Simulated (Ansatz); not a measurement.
One crystal and one scan (scan of one atom of the cell) at two levels, PBE (plane waves to 420 eV, PAW, scalar-relativistic; Ansatz, a first-principles code) and PBEsol (plane waves to 420 eV, PAW, scalar-relativistic; Ansatz), each from its own relaxed cell and on its own mesh. The cell shown is that of PBE.

Au (fcc, Cu type)

```
Au
1.0
    4.15726     0.00000     0.00000
    0.00000     4.15726     0.00000
    0.00000     0.00000     4.15726
Au
4
Direct
  0.00000   0.00000   0.00000
  0.50000   0.50000   0.00000
  0.50000   0.00000   0.50000
  0.00000   0.50000   0.50000
```

Scan: atom 3 (Au, nearest neighbour Au at 2.940 Å; its periodic images, 4.2 Å or more away, move with it) is displaced towards the nearest neighbour, direction (-0.707, -0.707, 0.000) in Cartesian axes, by s. The other atoms stay.

Energies are smeared free energies. Au was relaxed with its symmetry unable to fall. Spin-orbit coupling is left out, though Au is heavy. The PAW data are Ansatz's earlier set. With partly filled bands, energies and forces of such displacements shift with the k mesh and the smearing. Percentages come from the unrounded values.

| quantity | PBE | PBEsol | PBE − PBEsol |
|---|---|---|---|
| Lattice constant a (Å) | 4.157 | 4.083 | +0.074 (+1.8 %) |
| Force constant k = d²E/ds² at s = 0 (finite differences) (eV/Å²) | 5.34 | 6.64 | -1.30 (-20 %) |

PBE gives the higher value for: lattice constant a. PBE gives the lower value for: force constant k = d²E/ds² at s = 0. Both give the same shape of the curve: a single well with its minimum at or next to zero displacement. Neither level is exact: the differences show how much the result hangs on the functional.

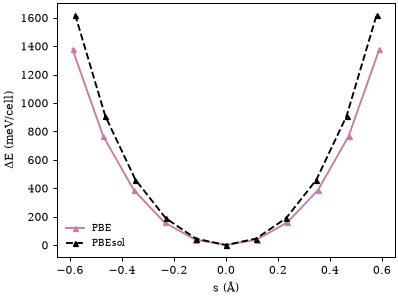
*ΔE, each from the undisplaced structure of its own level.*

(A displaced cell: forces are minus the slopes of the energy, force constants its curvatures, and phonons follow from these.)
